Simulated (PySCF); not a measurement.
# GeH2 (SMILES [GeH2]) at BCCD(T)/STO-6G

What is the energy change on altering one bond length of GeH2 at BCCD(T)/STO-6G? 

The results are computed with PySCF 2.14.0.

14 further runs of the same task are left out: 1 that didn't finish, 13 set aside as unsound or not needed.

## (1) The system as given

The species is GeH2 (3 atoms), meant as a singlet with charge 0. SMILES: `[GeH2]`. The shape is that of a PBE0-D4/def2-TZVP optimisation.

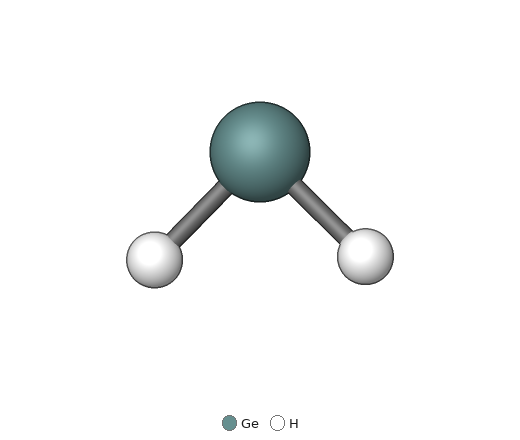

Viewed from a chosen angle; germanium teal, hydrogen white.

## (2) A single-point energy at BCCD(T)/STO-6G

Input file calc.py:

```python
from pyscf import gto, cc
from pyscf.cc.bccd import bccd_kernel_

mol = gto.Mole()
mol.atom = '''
Ge    -1.077333     0.765528    -0.498321
H      1.479656     1.405200     0.961871
H     -0.402323    -2.170728    -0.463550
'''
mol.max_memory = 1860
mol.spin = 0
mol.basis = 'sto-6g'
mol.unit = 'bohr'
mol.verbose = 3
mol.build()

calc0 = mol.RHF()
calc0.conv_tol = 1e-10
calc0.kernel()
if not calc0.converged:
    calc0 = calc0.newton().run(calc0.mo_coeff, calc0.mo_occ)

mycc = cc.CCSD(calc0, frozen=9).run()
mycc = bccd_kernel_(mycc, diis=True)
e_t = mycc.ccsd_t()
e_final = mycc.e_tot + e_t
print('E = %.10f Eh' % e_final)
```

On the command line:

```
$ OMP_NUM_THREADS=1 python calc.py
```

Log:

```text
converged SCF energy = -2065.34710396738
E(CCSD) = -2065.400109307999  E_corr = -0.05300534061563739
BCCD loop starts.

******** <class 'pyscf.cc.ccsd.CCSD'> ********
CC2 = 0
CCSD nocc = 8, nmo = 11
frozen orbitals 9
max_cycle = 50
direct = 0
conv_tol = 1e-07
conv_tol_normt = 1e-05
diis_space = 6
diis_start_cycle = 0
diis_start_energy_diff = 1e+09
Init E_corr(CCSD) = -0.0529832470070074
cycle = 1  E_corr(CCSD) = -0.0539804655795612  dE = -0.000997218573  norm(t1,t2) = 0.0170345
cycle = 2  E_corr(CCSD) = -0.0539012822138126  dE = 7.91833657e-05  norm(t1,t2) = 0.00425573
cycle = 3  E_corr(CCSD) = -0.0537694549545044  dE = 0.000131827259  norm(t1,t2) = 0.00174548
cycle = 4  E_corr(CCSD) = -0.0537100403620514  dE = 5.94145925e-05  norm(t1,t2) = 0.000385282
cycle = 5  E_corr(CCSD) = -0.0537070172672009  dE = 3.02309485e-06  norm(t1,t2) = 5.53163e-05
cycle = 6  E_corr(CCSD) = -0.0537068230014822  dE = 1.94265719e-07  norm(t1,t2) = 2.02309e-05
cycle = 7  E_corr(CCSD) = -0.0537070716943068  dE = -2.48692825e-07  norm(t1,t2) = 8.08282e-06
cycle = 8  E_corr(CCSD) = -0.0537071742891979  dE = -1.02594891e-07  norm(t1,t2) = 3.39049e-06
cycle = 9  E_corr(CCSD) = -0.0537071775029666  dE = -3.21376871e-09  norm(t1,t2) = 1.08107e-06
CCSD converged
E(CCSD) = -2065.400135994886  E_corr = -0.05370717750296659
BCC iter:    0  E:   -2065.400135994886  dE:   -2.669e-05  |t1|:    6.590e-04

******** <class 'pyscf.cc.ccsd.CCSD'> ********
CC2 = 0
CCSD nocc = 8, nmo = 11
frozen orbitals 9
max_cycle = 50
direct = 0
conv_tol = 1e-07
conv_tol_normt = 1e-05
diis_space = 6
diis_start_cycle = 0
diis_start_energy_diff = 1e+09
Init E_corr(CCSD) = -0.0537009000167898
cycle = 1  E_corr(CCSD) = -0.0536906690556107  dE = 1.02309612e-05  norm(t1,t2) = 0.000603374
cycle = 2  E_corr(CCSD) = -0.0536908891638174  dE = -2.20108207e-07  norm(t1,t2) = 0.00011401
cycle = 3  E_corr(CCSD) = -0.0536927559511243  dE = -1.86678731e-06  norm(t1,t2) = 2.89414e-05
cycle = 4  E_corr(CCSD) = -0.0536934757959916  dE = -7.19844867e-07  norm(t1,t2) = 5.14329e-06
cycle = 5  E_corr(CCSD) = -0.053693581066407  dE = -1.05270415e-07  norm(t1,t2) = 1.80842e-06
cycle = 6  E_corr(CCSD) = -0.0536935212299554  dE = 5.98364517e-08  norm(t1,t2) = 9.04761e-07
CCSD converged
E(CCSD) = -2065.400135622763  E_corr = -0.05369352122995536
BCC iter:    1  E:   -2065.400135622763  dE:    3.721e-07  |t1|:    8.492e-05

******** <class 'pyscf.cc.ccsd.CCSD'> ********
CC2 = 0
CCSD nocc = 8, nmo = 11
frozen orbitals 9
max_cycle = 50
direct = 0
conv_tol = 1e-07
conv_tol_normt = 1e-05
diis_space = 6
diis_start_cycle = 0
diis_start_energy_diff = 1e+09
Init E_corr(CCSD) = -0.0536941149840152
cycle = 1  E_corr(CCSD) = -0.0536952376848526  dE = -1.12270084e-06  norm(t1,t2) = 6.93373e-05
cycle = 2  E_corr(CCSD) = -0.0536952336278385  dE = 4.05701416e-09  norm(t1,t2) = 1.28439e-05
cycle = 3  E_corr(CCSD) = -0.0536950277709949  dE = 2.05856844e-07  norm(t1,t2) = 3.25672e-06
cycle = 4  E_corr(CCSD) = -0.0536949475559804  dE = 8.02150145e-08  norm(t1,t2) = 5.27165e-07
CCSD converged
E(CCSD) = -2065.400135664714  E_corr = -0.05369494755598035
BCC iter:    2  E:   -2065.400135664714  dE:   -4.195e-08  |t1|:    6.993e-07
CCSD(T) correction = -0.000137975841206267
E = -2065.4002736406 Eh
```

Wall time 1.4 s (1 thread of Arm Neoverse V1, shared host); peak memory 0.12 GiB.

## (3) The distorted shape, same level

Input file calc.py:

```python
from pyscf import gto, scf, cc
from pyscf.cc.bccd import bccd_kernel_

system = gto.M(
    atom='''
Ge    -1.588672     0.637609    -0.790325
H      1.479656     1.405200     0.961871
H     -0.913662    -2.298648    -0.755554
''',
    verbose=3,
    basis='sto-6g',
    unit='bohr',
    max_memory=1860,
)

hf = scf.RHF(system)
hf.conv_tol = 1e-10
hf.kernel()
if not hf.converged:
    hf = hf.newton().run(hf.mo_coeff, hf.mo_occ)

mycc = cc.CCSD(hf, frozen=9).run()
mycc = bccd_kernel_(mycc, diis=True)
e_t = mycc.ccsd_t()
e_tot = mycc.e_tot + e_t
print('Final energy', e_tot)
```

On the command line:

```
$ OMP_NUM_THREADS=1 python calc.py
```

Log:

```text
converged SCF energy = -2065.30109945732
E(CCSD) = -2065.366639882314  E_corr = -0.06554042499366032
BCCD loop starts.

******** <class 'pyscf.cc.ccsd.CCSD'> ********
CC2 = 0
CCSD nocc = 8, nmo = 11
frozen orbitals 9
max_cycle = 50
direct = 0
conv_tol = 1e-07
conv_tol_normt = 1e-05
diis_space = 6
diis_start_cycle = 0
diis_start_energy_diff = 1e+09
Init E_corr(CCSD) = -0.0654496396751582
cycle = 1  E_corr(CCSD) = -0.0671500207729754  dE = -0.0017003811  norm(t1,t2) = 0.0242854
cycle = 2  E_corr(CCSD) = -0.0670387713469141  dE = 0.000111249426  norm(t1,t2) = 0.00569911
cycle = 3  E_corr(CCSD) = -0.0668266171373738  dE = 0.00021215421  norm(t1,t2) = 0.00245577
cycle = 4  E_corr(CCSD) = -0.066717152323116  dE = 0.000109464814  norm(t1,t2) = 0.000724188
cycle = 5  E_corr(CCSD) = -0.0667150168795431  dE = 2.13544357e-06  norm(t1,t2) = 0.000122267
cycle = 6  E_corr(CCSD) = -0.0667165519416104  dE = -1.53506207e-06  norm(t1,t2) = 3.86311e-05
cycle = 7  E_corr(CCSD) = -0.0667174408919764  dE = -8.88950366e-07  norm(t1,t2) = 1.38475e-05
cycle = 8  E_corr(CCSD) = -0.0667176164153362  dE = -1.7552336e-07  norm(t1,t2) = 4.35116e-06
cycle = 9  E_corr(CCSD) = -0.0667176134262221  dE = 2.98911415e-09  norm(t1,t2) = 1.77461e-06
CCSD converged
E(CCSD) = -2065.36667020967  E_corr = -0.06671761342622209
BCC iter:    0  E:   -2065.366670209670  dE:   -3.033e-05  |t1|:    2.328e-03

******** <class 'pyscf.cc.ccsd.CCSD'> ********
CC2 = 0
CCSD nocc = 8, nmo = 11
frozen orbitals 9
max_cycle = 50
direct = 0
conv_tol = 1e-07
conv_tol_normt = 1e-05
diis_space = 6
diis_start_cycle = 0
diis_start_energy_diff = 1e+09
Init E_corr(CCSD) = -0.0666799070199567
cycle = 1  E_corr(CCSD) = -0.0666206199455872  dE = 5.92870744e-05  norm(t1,t2) = 0.00227222
cycle = 2  E_corr(CCSD) = -0.0666229947872837  dE = -2.3748417e-06  norm(t1,t2) = 0.000363865
cycle = 3  E_corr(CCSD) = -0.0666328409428089  dE = -9.84615553e-06  norm(t1,t2) = 9.95626e-05
cycle = 4  E_corr(CCSD) = -0.0666371257906491  dE = -4.28484784e-06  norm(t1,t2) = 2.06382e-05
cycle = 5  E_corr(CCSD) = -0.0666377225989092  dE = -5.9680826e-07  norm(t1,t2) = 5.23065e-06
cycle = 6  E_corr(CCSD) = -0.0666377126943004  dE = 9.90460883e-09  norm(t1,t2) = 2.18538e-06
CCSD converged
E(CCSD) = -2065.366670649461  E_corr = -0.06663771269430036
BCC iter:    1  E:   -2065.366670649461  dE:   -4.398e-07  |t1|:    3.778e-04

******** <class 'pyscf.cc.ccsd.CCSD'> ********
CC2 = 0
CCSD nocc = 8, nmo = 11
frozen orbitals 9
max_cycle = 50
direct = 0
conv_tol = 1e-07
conv_tol_normt = 1e-05
diis_space = 6
diis_start_cycle = 0
diis_start_energy_diff = 1e+09
Init E_corr(CCSD) = -0.0666416431206799
cycle = 1  E_corr(CCSD) = -0.0666499245345925  dE = -8.28141391e-06  norm(t1,t2) = 0.00032001
cycle = 2  E_corr(CCSD) = -0.0666496634088957  dE = 2.61125697e-07  norm(t1,t2) = 5.00166e-05
cycle = 3  E_corr(CCSD) = -0.0666483249340288  dE = 1.33847487e-06  norm(t1,t2) = 1.40956e-05
cycle = 4  E_corr(CCSD) = -0.0666477408704096  dE = 5.84063619e-07  norm(t1,t2) = 2.93412e-06
cycle = 5  E_corr(CCSD) = -0.0666476646003094  dE = 7.62701002e-08  norm(t1,t2) = 6.76846e-07
CCSD converged
E(CCSD) = -2065.36667056492  E_corr = -0.06664766460030938
BCC iter:    2  E:   -2065.366670564920  dE:    8.454e-08  |t1|:    2.978e-06
CCSD(T) correction = -0.000146531948077748
Final energy -2065.366817096868
```

It took 1.2 s on 1 thread of Arm Neoverse V1, shared host; peak memory 0.1 GiB.

## (4) Summary of results

Level: BCCD(T)/STO-6G, 9 core orbitals frozen.

| quantity | value |
| --- | --- |
| first shape: total energy | -2065.40027 Eh |
| first shape: correlation energy (9 core orbitals frozen) | -53.2 mEh |
| first shape: (T) correction | -0.14 mEh |
| distorted shape: total energy | -2065.36682 Eh |
| distorted shape: correlation energy (9 core orbitals frozen) | -65.7 mEh |
| distorted shape: (T) correction | -0.15 mEh |
| energy change with the Ge1–H2 bond stretched from 1.595 to 1.913 Å | 0.910 eV |

What this shows: With the Ge1–H2 bond stretched from 1.595 to 1.913 Å the energy rises by 0.91 eV (87.8 kJ/mol). The first shape isn't relaxed at this level, so the change isn't measured from a minimum. The minimal basis adds a large error of its own. The triples (first shape) make up 0.3 % of the correlation energy. The triples (distorted shape) make up 0.2 % of the correlation energy.
